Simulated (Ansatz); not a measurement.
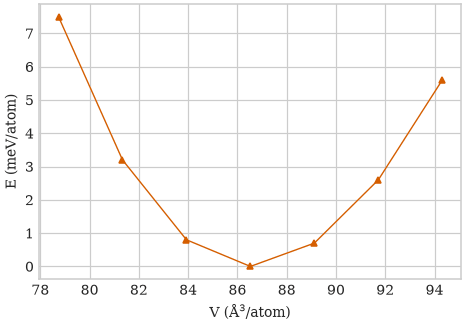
Rb (bcc (W type), Im-3m) under volume change, PBEsol in the plane-wave PAW code Ansatz, scaled uniformly.

What does a third-order Birch–Murnaghan fit give for V₀, B₀ and B′?

V₀ = 86.53 Å³/atom, B₀ = 2.9 GPa, B′ = 3.7.

The cell was relaxed with PBEsol under the symmetry of its start.

Potentials: the earlier of the program's two PAW sets. The files were generated under PBE; for other functionals the program regenerates the frozen cores, and for LDA and PBEsol the local potential too.
